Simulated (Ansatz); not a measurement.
# Ti under a change: Ti → Zr

Take Ti in the hcp (Mg type) structure (space group P6_3/mmc, No. 194; a = 2.936 Å, c = 4.636 Å) as the base.

One thing is altered: full substitution Ti → Zr; the structure is relaxed again.

Computed with r2SCAN (Ansatz, a program for electronic structure; PAW; 500 eV plane waves; no spin-orbit coupling). Γ-centred 16×16×9 mesh, Fermi–Dirac width 0.05 eV, for the changed cell.

The volume per atom rises by 6.195 Å³ (17.30 Å³ → 23.50 Å³) and the lattice parameter a rises by 31.0 pm, from 293.6 pm to 324.6 pm. The c/a ratio grows by 0.008, from 1.579 to 1.587 and the space group stays P6_3/mmc (No. 194). The shortest interatomic distance goes up by 31.3 pm, from 287.2 pm to 318.5 pm and the band gap remains zero.

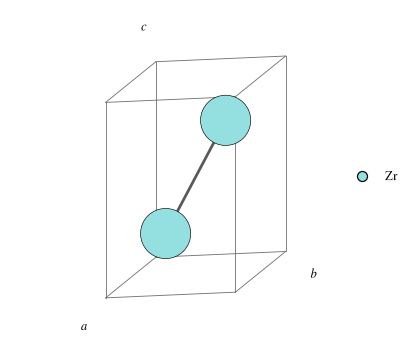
*The relaxed conventional cell after the change*

No phonon test of stability was made. The final runs are not spin-polarised.
